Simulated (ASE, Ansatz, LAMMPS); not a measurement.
# Convergence of a linear-scaling basis for (19,0) carbon nanotube (152 atoms), part 2 of 2

Aim: test how closely localised support functions follow the reference on (19,0) carbon nanotube (152 atoms), and at what cost. A setting counts as converged where the r.m.s. difference of forces stays under 1 % of the r.m.s. force.

Ansatz 0.2.0; Kohn-Sham DFT, LDA, PAW (set soft_2), plane waves.

The cell: 152 C. Beside vacuum, support functions can miss their usual error bounds without a warning. Only the Γ point is sampled, in a cell whose periodic width is 9 Å.

So far. Step 3 (Plane-wave single point): Intrinsic-atomic-orbital charges run from -0.02 to +0.02 e. The largest share in the top eV of filled states is C p (99 % of the projected weight), and in the lowest eV of empty states C p (99 % of the projected weight).

### Step 4. Local order

These statistics describe the geometry on which the runs were made.

Normalised to the volume that the atoms fill. Pair distribution function in bins of 0.2 Å:

```tsv
r (Å)	total
1.30	3.45
1.50	6.06
1.70	0.00
1.90	0.00
2.10	0.00
2.30	1.38
2.50	4.97
2.70	1.03
2.90	1.37
3.10	0.00
3.30	0.00
3.50	0.13
3.70	2.35
3.90	0.26
4.10	0.97
4.30	1.16
4.50	0.02
4.70	0.45
4.90	1.58
5.10	1.04
5.30	0.03
5.50	0.33
5.70	0.30
5.90	0.26
6.10	0.76
6.30	0.96
6.50	0.86
6.70	0.09
```

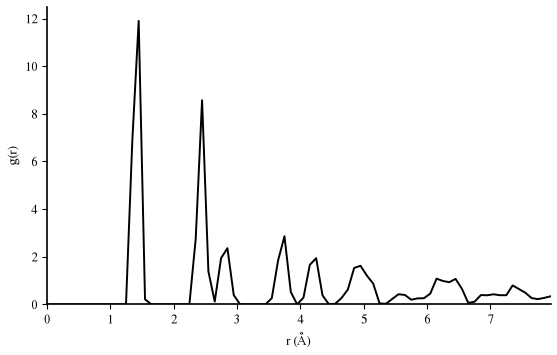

Pair distribution functions.

Bonds by pair of elements; cutoffs follow the first minimum of g(r), held within bounds set by covalent radii, and pairs that aren't listed don't count as bonded:

```tsv
pair A-B	cutoff (Å)	bonds	mean length (Å)	spread (Å)	shortest (Å)	B about A	A about B
C-C	1.85	228	1.41	0.035	1.33	3	3
```

How many atoms have how many bonded neighbours:

```tsv
element	mean	3
C	3	152
```

Bond angles, per cent of each kind in bins of 5°:

```tsv
angle (°)	C-C-C
110–115	5.0
115–120	52.9
120–125	39.7
125–130	2.4
```

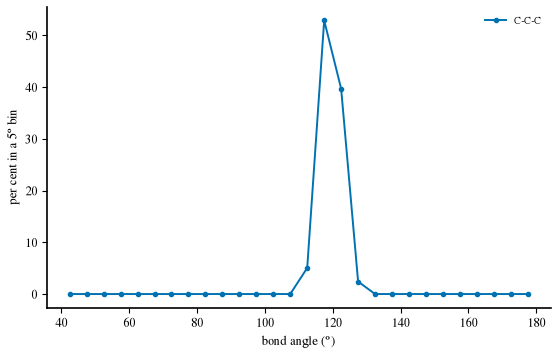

Distributions of the most common bond angles.

Bond angles (no mean is given where the spread exceeds 20°):

```tsv
angle	count	mean (°)	spread (°)
C-C-C	456	120	2.9
```

The first peak of g(r) lies near 1.41 Å. Counting bonds as in the table, all C atoms have 3 bonded neighbours. The C-C-C angle averages 120° with a spread of 3°.

A closer look about C34, which bears the longest force: 13 atoms, nearest first, numbered in the order of the input, with positions taken from that point.

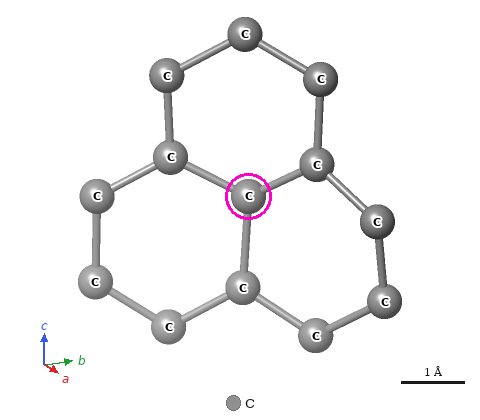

The atoms of the table, within 2.9 Å (arrows a, b, c point along x, y, z); some may hide others; the central atom is ringed.

```tsv
atom	x	y	z	distance (Å)	bonds	intrinsic-atomic-orbital charge (e)	Fx	Fy	Fz (eV/Å)
C34	0.00	0.00	0.00	0.00	3	0.01	-2.21	-2.46	-4.42
C33	0.82	0.84	0.65	1.34	3	0.00	1.68	1.35	0.42
C37	-0.66	-1.07	0.60	1.40	3	-0.01	0.82	1.04	1.31
C31	-0.08	-0.07	-1.53	1.53	3	0.00	0.52	1.64	1.47
C30	1.85	1.45	-0.11	2.35	3	0.01	-1.23	1.23	1.04
C108	-0.61	-1.16	1.98	2.38	3	0.01	0.47	2.63	3.17
C104	0.87	0.88	2.07	2.41	3	0.00	-2.67	-3.35	-1.14
C38	-1.16	-2.14	-0.06	2.43	3	0.00	-1.48	-2.36	-2.51
C28	0.69	0.87	-2.24	2.50	3	0.01	0.10	0.22	0.29
C32	-0.78	-1.06	-2.25	2.61	3	0.00	-0.33	1.61	1.08
C107	0.04	-0.08	2.72	2.72	3	0.00	-1.26	-0.91	-0.99
C27	1.67	1.65	-1.50	2.79	3	-0.02	2.13	-2.05	-1.93
C35	-1.30	-2.11	-1.52	2.91	3	0.00	0.50	-2.78	0.90
```

The column of bonds counts only the pairs C-C within 1.85 Å; other neighbours, such as metal atoms beside each other in a compound, aren't counted, and periodic images can show an atom twice.

### Step 5. Support functions medium

The cell is solved in localised support functions.

This step: Kohn-Sham DFT, LDA, PAW (set soft_2), localised support functions (medium) (Ansatz 0.2.0).

input.yaml reads:

```yaml
crystal:
  lattice:
    - [26.8778, 0.0, 0.0]
    - [0.0, 26.82699, 0.0]
    - [0.0, 0.0, 8.52169]
  atoms:
    [... the 152 atom lines of step 3 ...]
kpoints:
  mp_grid: { grid: [1, 1, 1] }
hamiltonian:
  xc: lda
scf:
  occupations: { method: gaussian, width: 0.025 }
  eigensolver: { kind: { support_functions: { accuracy: medium } } }
  mixing: { beta: 0.2 }
  max_iter: 150
output:
  forces: true
  eigenvalues: true
```

On the command line:

```
> ansatz run input.yaml --threads 8 --pin off --max-ram 15872MiB --backend cpu --events-out ev --progress --plain --runs-dir out
```

What it wrote:

```text
Warning: scf.eigensolver.kind.support_functions: disabling space-group detection — the functions' gradient is summed over unrotated k-points, so no spatial operation reduces the k-mesh or symmetrises the density; time reversal is kept, so that k and −k are solved as one point where they differ and the mesh holds both, and exact exchange and, on two spinor components, a DFT+U term hold to it where the run has them: [...]
settings of this run that can trade accuracy for cost: scf.eigensolver.kind.support_functions [...]
[...]
Crystal: 152 atoms, lattice volume = 6144.569 Å³
Basis set: ecut = 420 eV, 120093 PW (Γ)
Bands: 365, of which v1, the nominal top of the filled ones, is band 304 counted from 1 (303 counted from 0)
Symmetry: 1 space group operations
k-points: 1
[...]
SCF iter   1: F=—  HF=-36942.232375 eV  |F-HF|=—  |Δ(HF+E_count)|=         —  Δρ=4.94e-2  dr2=1.47e2  ethr=1.00e-1
[...]
SCF iter  19: F=-36903.697154 eV  HF=-36903.697154 eV  |F-HF|=2.14e-7  |Δ(HF+E_count)|=   3.95e-6  Δρ=3.81e-6  dr2=1.53e-6  ethr=8.35e-10
SCF 1 converged in 19 iterations: F = -36903.698520 eV  dr2 = 1.53e-6
[...]
SCF converged after 19 iterations
Stability not checked: this state was not tested for a lower state beside it, because the mixer in use, unlike msr1, does not test its closes by its own steps (another_mixer; see scf.mixing.algorithm and scf.lower_state_search)
Free energy (F): -36903.698520 eV
[...]
Internal energy: -36903.698520 eV  (E = F + TS)
E sigma→0 (E₀):  -36903.698520 eV
Fermi energy:    -2.043186 eV
[...]
--- Forces (eV/Å), atoms counted from 1 ---
  atom   1  C      1.06428207     0.19230354     3.01535792
  atom   2  C      0.69975804     2.35271698    -1.38762884
  atom   3  C     -0.47756707    -0.95593852    -1.19956755
  atom   4  C      0.50126703     1.75684236    -0.98184639
  atom   5  C     -0.46524399    -1.52737465    -0.10358415
  atom   6  C     -0.00934091     0.06923023     3.15468265
  atom   7  C     -0.13614958    -2.25065759     0.54976467
  atom   8  C     -0.34913953     1.79236746    -3.14528813
  atom   9  C      0.47375921    -1.80139385    -0.15221353
  atom  10  C      0.17431734     2.12545614     1.32894696
  atom  11  C      2.67953181    -0.90658261    -0.83684509
  atom  12  C     -0.54208612     1.33649651    -0.39402995
  atom  13  C      0.98384936    -2.23667750     1.21917296
  atom  14  C     -0.21010450    -0.23846668    -2.78062824
[...]
atom 151  C      0.76393554     0.56637270     0.57137717
  atom 152  C     -0.50296487     1.83037910     1.85044003
  max |Σ_I F_I| component: 5.16e-3 eV/Å
--- Band table (eV) ---
[...]
```

Run time: 2.2 min. Hardware: 8 threads of Arm Neoverse V2, shared host; peak memory 6.9 GiB; 17 min of CPU time.

The program notes that the band table was not solved further than the SCF left it and it switched symmetry off.

Keys that differ from the reference: support_functions.accuracy = "medium", scf.max_iter = 150 and scf.mixing.beta = 0.2.

Forces differ from the reference by 1.4 meV/Å r.m.s., 0.095 % of their size, well within a tolerance of 1 %; the energy by -4.8 meV/atom. It took 2.2 min and 19 cycles; the reference's time can't be set against it, since the two runs asked for unlike analyses.

### Step 6. All settings compared

Each row is set against the plane-wave reference (Kohn-Sham DFT, LDA, PAW (set soft_2), plane waves; r.m.s. force component 1.47 eV/Å). Energies are set beside the reference only for runs with its functional, potentials and electron count. Times are for 8 threads of Arm Neoverse V2, shared host. The reference's time includes the DOS and grids, which some other runs skip.

```tsv
run	Δ force, r.m.s. (meV/Å)	share of r.m.s. force (%)	Δ energy (meV/atom)	Δ gap (eV)	cycles	time	host memory (GiB)
reference	-	-	-	-	16	71 s	6.5
support functions medium	1.39	0.0947	-4.76	-1.0e-4	19	2.2 min	6.9
```

### Step 7. What came out

- free energy per atom: -242.7827 eV/atom
- r.m.s. force component: 1.47 eV/Å
- gap (highest filled to lowest empty level): 0.5798 eV
- wall time of the 2 DFT runs: 3.3 min

Against plane waves at 420 eV, the forces differ by 1.4 meV/Å (0.095 %) with support functions medium. At 152 atoms the run with support functions medium takes roughly 1.8 times the time of plane waves (whose run also made extra analyses, so the like-for-like ratio is larger), in 19 SCF cycles against 16. Differences between support functions and plane waves include what basis error the plane-wave run still has.

The highest filled and lowest empty levels differ by 0.580 eV at Γ alone; the mesh holds the band edges only if they fold onto it, so the gap at this level can be narrower or closed, while local or semilocal functionals tend to narrow gaps against experiment. Counting bonds as in the table, all C atoms have 3 bonded neighbours.

What to keep in mind: The geometry is a frame of classical dynamics and isn't relaxed at this level: its force components are 1.5 eV/Å r.m.s.

[Logs are printed without paths, hosts, clocks, repeated set-up lines and the standing remarks that a program may print on its own settings, such as how far it seeks lower states.]

[Hosts, paths, dates, database ids (printed as entryN), source tags and the programs' standing remarks are cut or masked in the printed files.]
